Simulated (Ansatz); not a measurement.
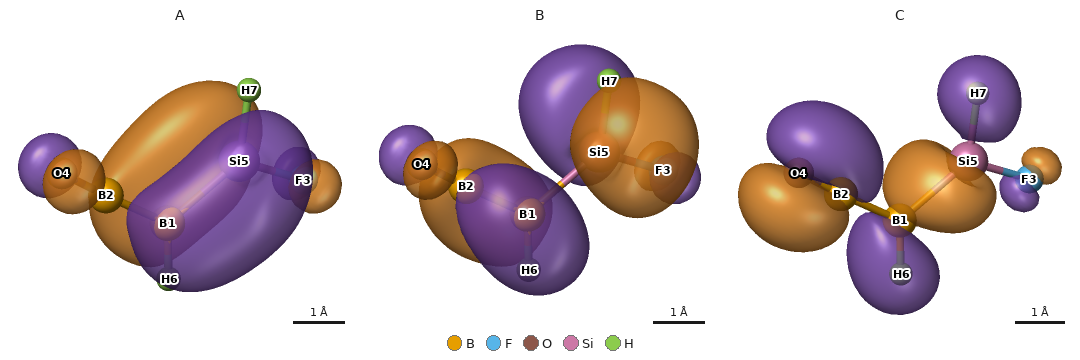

B2FH2OSi (doublet). Three frontier orbitals at ±0.08 Å⁻³ᐟ² (orange and purple are the two phases), in no order.

Geometry: B3LYP/6-31G*.

Computed with Ansatz, isolated molecule in a Gaussian basis; Kohn-Sham density functional theory, functional PBE0.

Input file:

```
crystal:
  periodic: [false, false, false]
  atoms:
    - {symbol: B, position_ang: [-0.072609, -0.173507, 0.368342]}
    - {symbol: B, position_ang: [-0.247853, 1.457228, 0.559373]}
    - {symbol: F, position_ang: [0.251961, -2.384098, -1.780628]}
    - {symbol: O, position_ang: [-0.374587, 2.660009, 0.657149]}
    - {symbol: Si, position_ang: [0.075879, -0.827805, -1.414288]}
    - {symbol: H, position_ang: [-0.035861, -0.940241, 1.279072]}
    - {symbol: H, position_ang: [0.057641, -0.078126, -2.692971]}
basis:
  gaussian:
    orbitals: def2-TZVPD
magnetization:
  spin_polarized: true
  initial_magnetization: 1
hamiltonian:
  xc: pbe0
output: {forces: true, orbitals: {seedname: orbitals}}
```

Command:

```sh
ansatz run input.yaml --threads 1 --pin off --max-ram 2610MiB --events-out events.jsonl --progress --plain --runs-dir runs
```

> Which picture is the HOMO−1, the HOMO and the LUMO? All are α orbitals.

C is the HOMO−1 (α) (−9.53 eV). By Hirshfeld shares it lies mainly on O4 (about 50 %), B2 (about 15 %), Si5 (about 10 %), B1 (about 10 %) and H6 (about 5 %); it is symmetric in the molecular plane (an in-plane orbital: σ, lone-pair or in-plane π type). A is the HOMO (α) (−7.24 eV). By Hirshfeld shares it lies mainly on Si5 (about 45 %) and B1 (about 35 %); it changes sign across the molecular plane (π type); π-bonding across B1–Si5. B is the LUMO (α) (−2.40 eV). Its weight (Hirshfeld) is mainly on Si5 (about 45 %), B1 (about 25 %) and B2 (about 15 %); it changes sign across the molecular plane (π type); π-bonding across B1–B2; π-antibonding (a node) across B1–Si5.

> What is the gap between the highest occupied and lowest empty α orbitals?

4.84 eV between the orbital energies.
